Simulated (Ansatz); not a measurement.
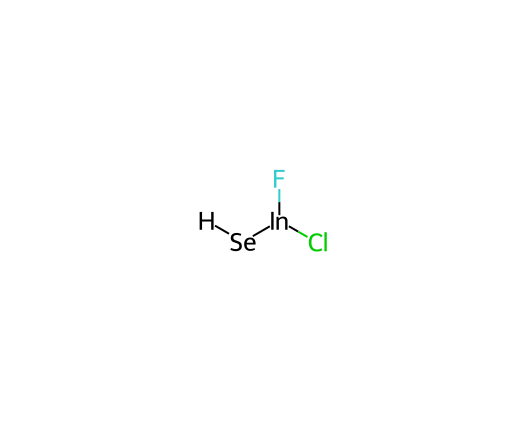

Write the SMILES.

Answer. [F][In]([Cl])[SeH]

Give the formula, hydrogens included.

Answer. ClFHInSe.

An optimisation with PBE0-D4/def2-TZVP gave a structure of which point group?

Answer. Cs.

The parts below concern this one geometry. Atoms keep their numbers from picture to picture. The geometry was computed by an optimisation with PBE0-D4/def2-TZVP.

Shape

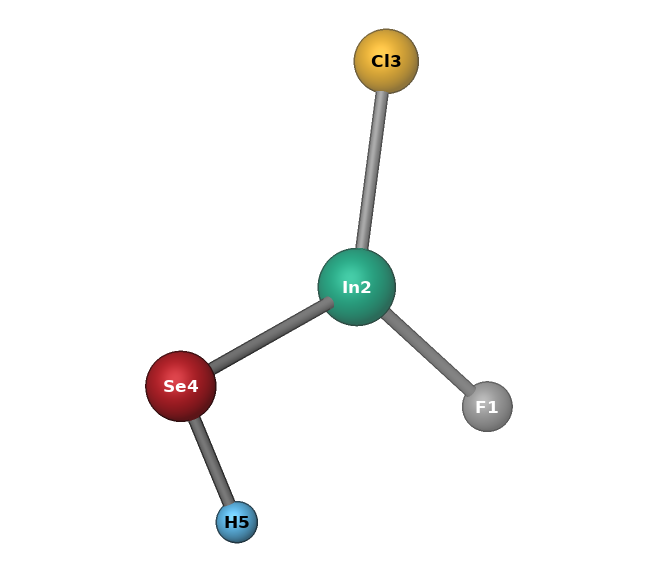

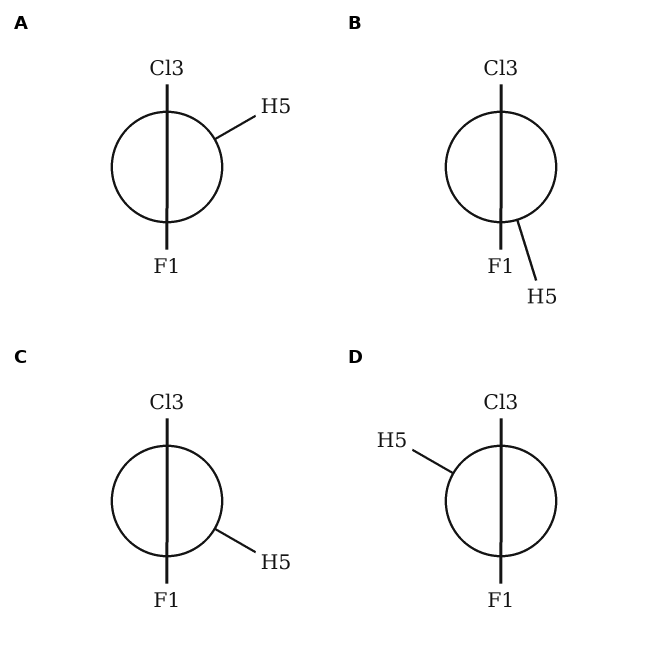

Distant atoms are faded towards the background colour. Bonds that would overlap in a projection are set slightly apart.

Which Newman projection shows the view along In2–Se4, with In2 in front?

Answer. B. The torsion angle Cl3–In2–Se4–H5 is 180°, antiperiplanar (anti).

Charges

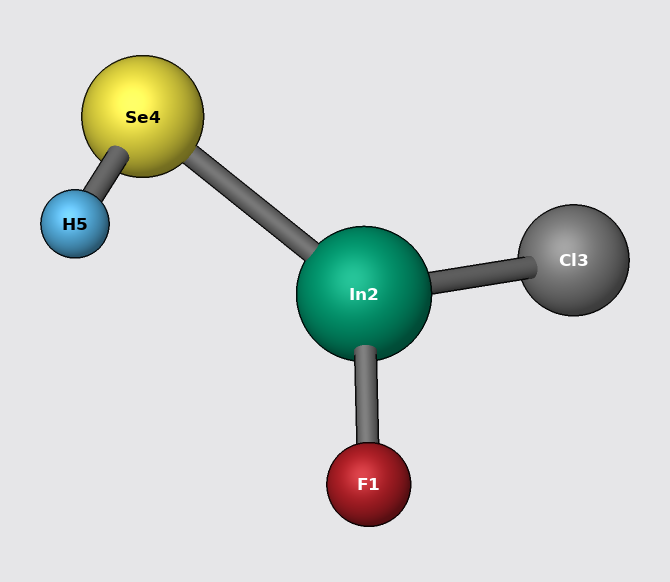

The questions are on Mulliken charges. Level of theory: RKS B3LYP-D4/def2-TZVPP, core potentials on In (Ansatz 0.2.0).

List the Mulliken charges.

```json
{"atom": "F1", "value (e)": "−0.47"}
{"atom": "In2", "value (e)": "0.93"}
{"atom": "Cl3", "value (e)": "−0.34"}
{"atom": "Se4", "value (e)": "−0.21"}
{"atom": "H5", "value (e)": "0.08"}
```

Vibrations

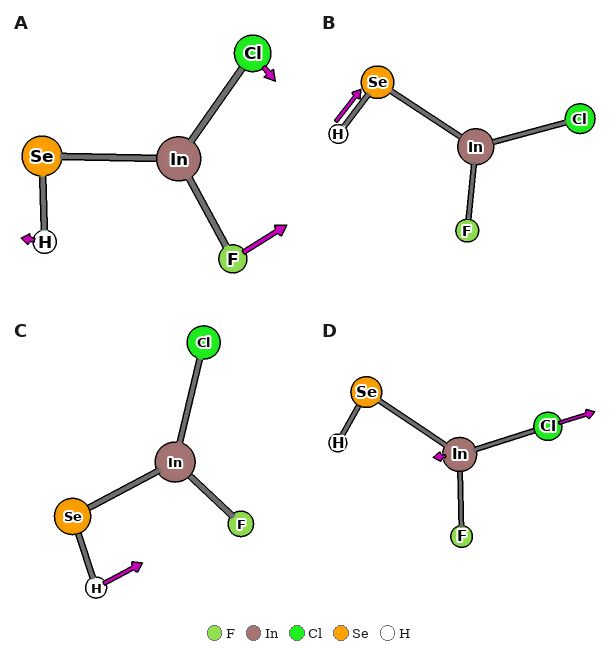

4 normal modes of one molecule or complex, as arrows. Harmonic vibrations computed with RKS PBE0-D4/def2-TZVP, core potentials on In (Ansatz 0.2.0) at a stationary point of the same level.

Match the panels to the wavenumbers 118 cm⁻¹, 383 cm⁻¹, 621 cm⁻¹, 2438 cm⁻¹.

Answer. A: 118 cm⁻¹, angle bending
B: 2438 cm⁻¹, Se–H stretching
C: 621 cm⁻¹, H–Se–In bending
D: 383 cm⁻¹, In–Cl stretching

Dipole moment

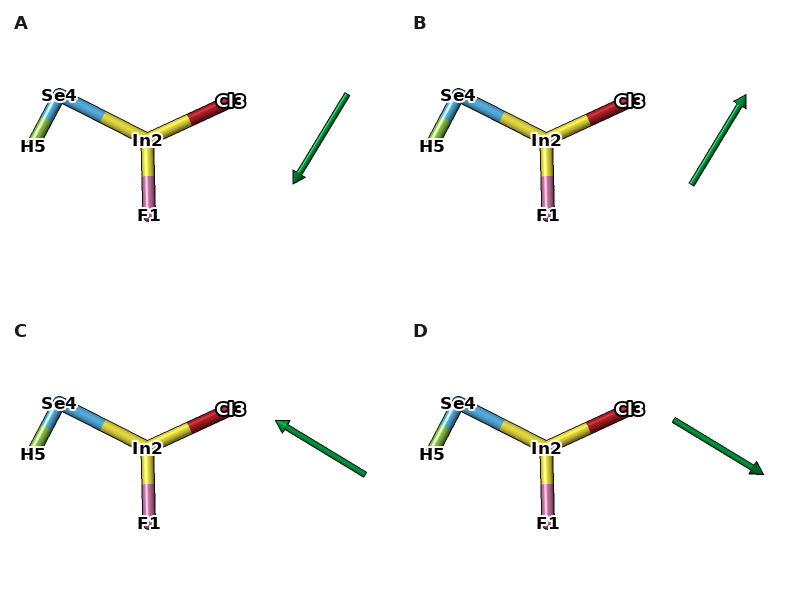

The same molecule four times, each with an arrow. Method: RKS PBE0-D4/def2-TZVP, core potentials on In (Ansatz 0.2.0).

Which arrow points along the dipole moment, from the negative to the positive end?

Answer. C. The dipole moment is 2.42 D; it points from the side of Cl3 to the side of Se4, H5 (the outermost atoms at the two ends).

Thermal motion

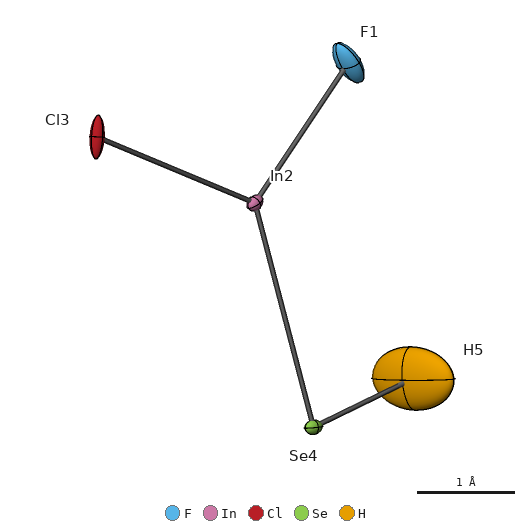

Displacement ellipsoids at the 50 % level, from the internal vibrations of the free molecule (harmonic, no overall translation or rotation; no half-axis is drawn under 0.075 Å). Vibrations computed with RKS PBE0-D4/def2-TZVP, core potentials on In (Ansatz 0.2.0). Temperature: 298 K.

List U_eq and the three principal root-mean-square amplitudes for each kind of atom.

| atom | U_eq (Å²) | rms amplitudes (Å) |
| --- | --- | --- |
| F1 | 0.0141 | 0.065, 0.107, 0.163 |
| In2 | 0.0025 | 0.026, 0.050, 0.065 |
| Cl3 | 0.0088 | 0.045, 0.054, 0.147 |
| Se4 | 0.0023 | 0.023, 0.036, 0.072 |
| H5 | 0.0721 | 0.100, 0.212, 0.402 |

Mulliken values depend strongly on the basis set and can even reverse the polarity of a bond.
